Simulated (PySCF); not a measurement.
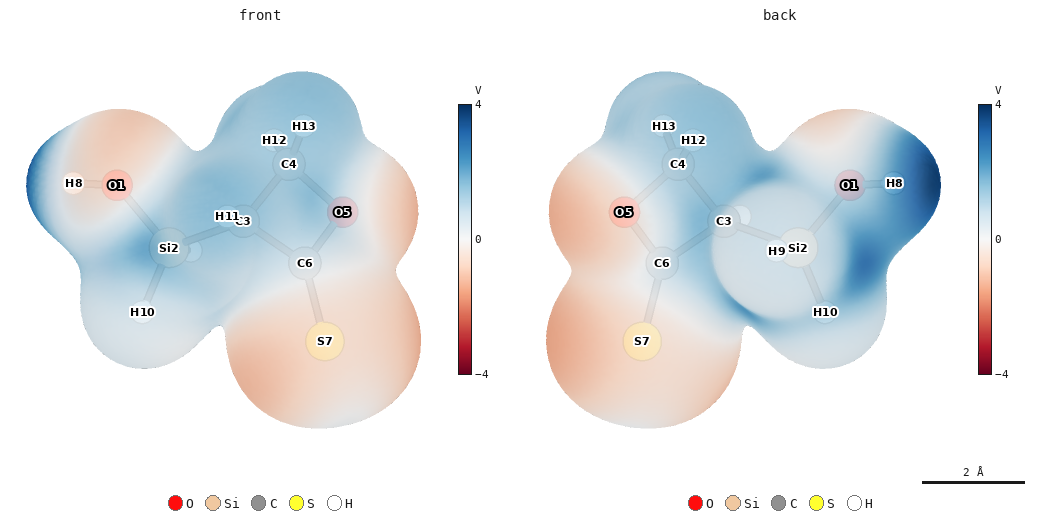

Figure. C3H6O2SSi. The molecular electrostatic potential painted on the density surface at 0.004 e/bohr³, seen from the front and from behind; the colour scale runs from red (negative) to blue (positive).

Geometry: GFN2-xTB.

The calculation used PySCF, B3LYP/def2-SVPD, SCF density, gas phase.

```yaml
atoms:
  - { symbol: O, position_ang: [1.8310, 0.4783, 1.4156] }
  - { symbol: Si, position_ang: [1.3034, 0.5549, -0.1167] }
  - { symbol: C, position_ang: [-0.5703, 0.3116, 0.1323] }
  - { symbol: C, position_ang: [-1.0585, -1.1080, 0.4458] }
  - { symbol: O, position_ang: [-1.6653, -1.1862, -0.8538] }
  - { symbol: C, position_ang: [-1.3055, 0.0867, -1.1421] }
  - { symbol: S, position_ang: [-1.5923, 0.9387, -2.4761] }
  - { symbol: H, position_ang: [2.7475, 0.5852, 1.6539] }
  - { symbol: H, position_ang: [1.8448, -0.5441, -0.9132] }
  - { symbol: H, position_ang: [1.5459, 1.8536, -0.7304] }
  - { symbol: H, position_ang: [-0.9811, 1.0973, 0.7627] }
  - { symbol: H, position_ang: [-0.2943, -1.8752, 0.5717] }
  - { symbol: H, position_ang: [-1.8098, -1.1923, 1.2326] }
```

> Describe the electrostatic potential map.

The most negative region (about −1.4 V) lies over S7, the most positive (about +3.7 V) over H8.

> What dipole moment does the calculation give?

Its dipole moment is 4.79 D.
